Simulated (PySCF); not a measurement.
```xyz
18

F    -3.5048    0.7666    1.1432
B    -2.6456    1.2262    0.2475
C    -1.8426    0.2141   -0.6074
Si   -0.3613   -0.3979    0.4483
C     0.7794   -1.5829   -0.5264
C     2.1119   -0.8964   -0.5088
C     2.2218    0.2857    0.0705
C     1.0089    0.9087    0.6967
H    -2.5218    2.3945    0.2142
H    -2.4283   -0.6697   -0.8506
H    -1.4562    0.6352   -1.5321
H    -0.8161   -0.9870    1.7176
H     0.4709   -1.7596   -1.5582
H     0.8675   -2.5653   -0.0618
H     2.9497   -1.3921   -0.9779
H     3.1552    0.8285    0.1104
H     0.7924    1.8659    0.2181
H     1.2101    1.1320    1.7451
```

Geometry: GFN2-xTB.

Level of theory: PySCF 2.14.0, PBE0/pcSseg-1, SCF density, gas phase, non-relativistic.

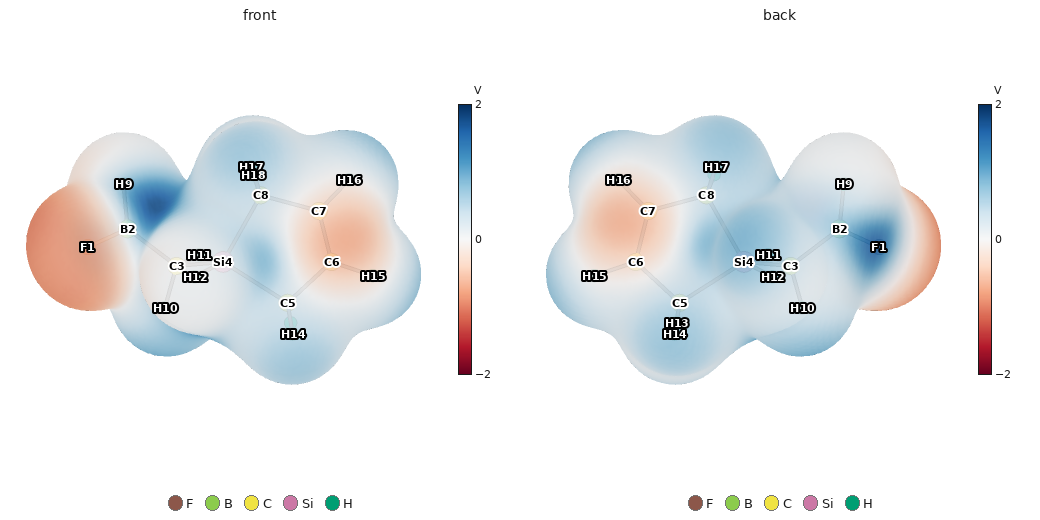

C5H10BFSi (SMILES FBC[SiH]1CC=CC1). The electrostatic potential painted on the density surface at 0.002 e/bohr³, seen from the front and from behind; red is negative and blue positive.

Question: Which sites attract a positive test charge, and which a negative one?

Answer: A positive charge is drawn to the negative regions and a negative charge to the positive ones. The most negative region (about −0.9 V) lies over F1, the most positive (about +1.6 V) over B2 and Si4.

Question: How polar is the molecule by this calculation?

Answer: Its dipole moment is 1.45 D.
